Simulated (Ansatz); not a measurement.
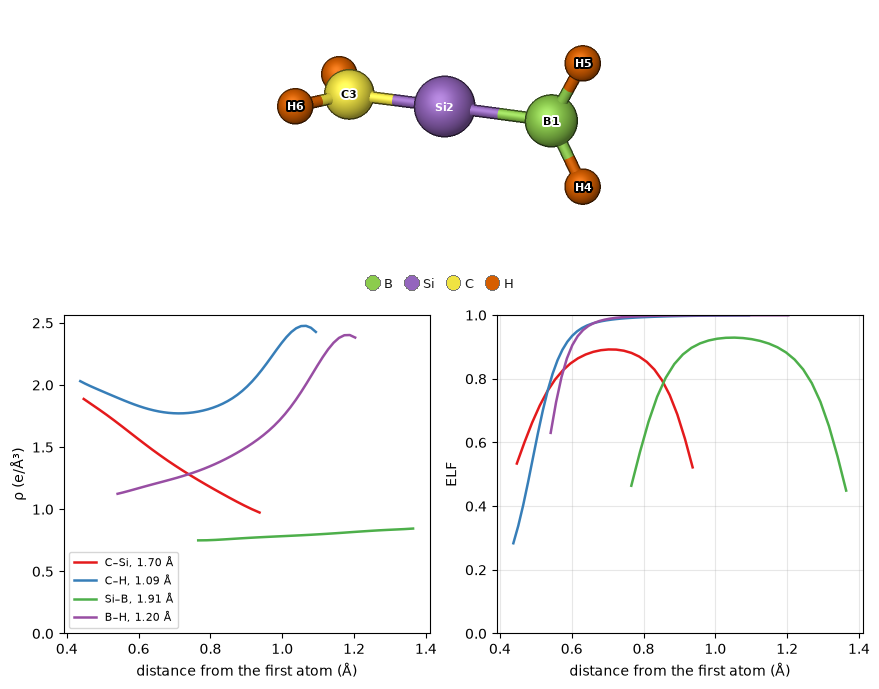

The picture shows: CH₄BSi (doublet). Total electron density and electron localisation function along straight lines between neighbouring atoms. The curves leave out the atomic cores. The structure is drawn too.

Theory: UKS PBE0-D4/cc-pVDZ in Ansatz 0.2.0.

```json
{"atom": "B", "x (Å)": "-0.9451", "y (Å)": "0.3832", "z (Å)": "-1.2620"}
{"atom": "Si", "x (Å)": "0.4032", "y (Å)": "-0.0483", "z (Å)": "0.0275"}
{"atom": "C", "x (Å)": "1.6168", "y (Å)": "-0.4332", "z (Å)": "1.1589"}
{"atom": "H", "x (Å)": "-1.4165", "y (Å)": "-0.5192", "z (Å)": "-1.9032"}
{"atom": "H", "x (Å)": "-1.2683", "y (Å)": "1.5368", "z (Å)": "-1.3722"}
{"atom": "H", "x (Å)": "2.6743", "y (Å)": "-0.4382", "z (Å)": "0.8792"}
{"atom": "H", "x (Å)": "1.3747", "y (Å)": "-0.6836", "z (Å)": "2.1956"}
```

Question: What kind of bonding do the profiles show?

Answer: C–Si (1.70 Å): ρ is about 1.1 e/Å³ halfway; the ELF peaks at about 0.90 between the atoms, as expected for a covalent bond.
C–H (1.09 Å): the density is about 1.9 e/Å³ at the midpoint; the ELF climbs to about 1 towards the hydrogen, as it does in any bond to H (a covalent bond by its length).
Si–B (1.91 Å): ρ at the midpoint is about 0.78 e/Å³; the ELF peaks at about 0.95 between the atoms, as expected for a shared electron pair.
B–H (1.20 Å): ρ at the midpoint is about 1.2 e/Å³; the ELF climbs to about 1 towards the hydrogen: a covalent bond by its length.
